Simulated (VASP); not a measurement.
Here is the system:

```yaml
crystal:
  lattice:
    - [0.00000, 2.97541, 2.97541]
    - [2.97541, 0.00000, 2.97541]
    - [2.97541, 2.97541, 0.00000]
  atoms:
    - { symbol: Pb, position: [0.00000, 0.00000, 0.00000] }
    - { symbol: F, position: [0.25000, 0.25000, 0.25000] }
    - { symbol: F, position: [0.75000, 0.75000, 0.75000] }
```

Method: TPSS meta-GGA, VASP's PBE PAW potentials (set 64) (plane waves; VASP). Settings: 520 eV cut-off, 7×7×7 Γ-centred mesh, tetrahedra with Blöchl corrections, potentials Pb_d F.

Unless said otherwise, spin-orbit coupling is left out, though it shifts the bands of the heavy elements here.

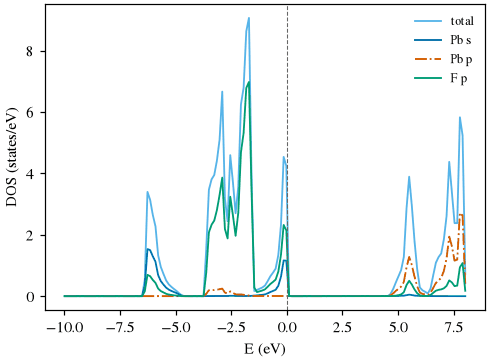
Total and projected density of states, zero at the valence-band maximum

Within 2 eV below the valence-band maximum the largest weight inside VASP's projection spheres is F p.

The gap is indirect, 4.55 eV, from the valence maximum at W to the conduction minimum at X.

The compound is PbF2 in the fluorite structure, the β form. It was relaxed first.
